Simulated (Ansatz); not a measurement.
Input

```
crystal:
  periodic: [false, false, false]
  atoms:
    - {symbol: C, position_ang: [-1.641551, -0.206256, 1.081771]}
    - {symbol: C, position_ang: [-0.498639, 0.764739, 0.729165]}
    - {symbol: C, position_ang: [-0.888662, 1.587245, -0.513722]}
    - {symbol: C, position_ang: [0.783205, -0.036860, 0.432983]}
    - {symbol: C, position_ang: [-0.247553, 1.714825, 1.915632]}
    - {symbol: H, position_ang: [-1.392266, -0.807101, 1.965313]}
    - {symbol: H, position_ang: [-2.570022, 0.336859, 1.298038]}
    - {symbol: H, position_ang: [-1.843659, -0.897269, 0.253847]}
    - {symbol: H, position_ang: [-1.074583, 0.936180, -1.377060]}
    - {symbol: H, position_ang: [-1.800135, 2.170511, -0.332546]}
    - {symbol: H, position_ang: [-0.092012, 2.289277, -0.789957]}
    - {symbol: H, position_ang: [0.634849, -0.723836, -0.409547]}
    - {symbol: H, position_ang: [1.086313, -0.634240, 1.301929]}
    - {symbol: H, position_ang: [1.616879, 0.629377, 0.178193]}
    - {symbol: H, position_ang: [0.562872, 2.420258, 1.693416]}
    - {symbol: H, position_ang: [-1.145142, 2.300297, 2.150924]}
    - {symbol: H, position_ang: [0.033216, 1.156519, 2.817445]}
basis:
  gaussian:
    orbitals: def2-SVPD
hamiltonian:
  xc: {name: PBE0}
output: {forces: true, orbitals: {seedname: orbitals}}
```

Command:

```sh
ansatz run input.yaml --threads 2 --pin off --max-ram 4350MiB --events-out events.jsonl --progress --plain --runs-dir runs
```

Geometry: B3LYP/6-31G*.

Theory: isolated molecule in a Gaussian basis; Kohn-Sham density functional theory, functional PBE0 in Ansatz 0.2.0.

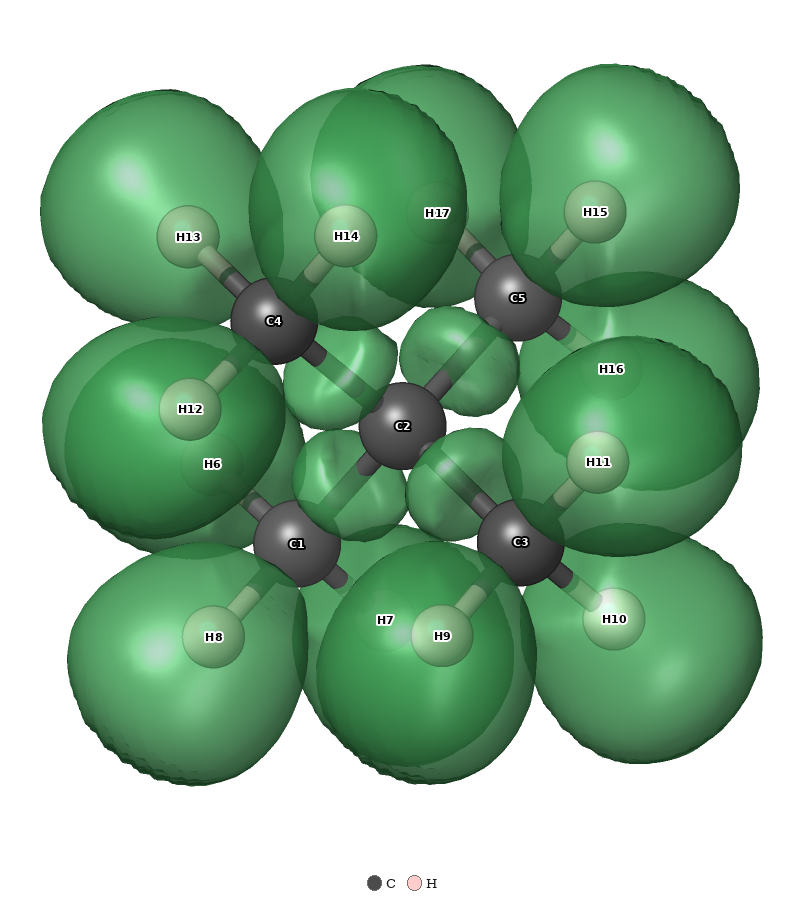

C5H12. Isosurface of the ELF at 0.8 (green), seen across its widest extent. Only the valence region is drawn (cores and ρ < 0.01 e/Å³ removed).

Describe the localisation domains.

At this value the surface marks out four regions between bonded C–C atoms (shared pairs) and twelve regions around hydrogen nuclei. Profiles from the grid: C–C (1.54 Å): the ELF peaks at about 0.95 between the atoms; localised, covalent bonding. C–H (1.10 Å): the ELF climbs to about 1 towards the hydrogen, as it does in any bond to H: an ordinary covalent bond to hydrogen.
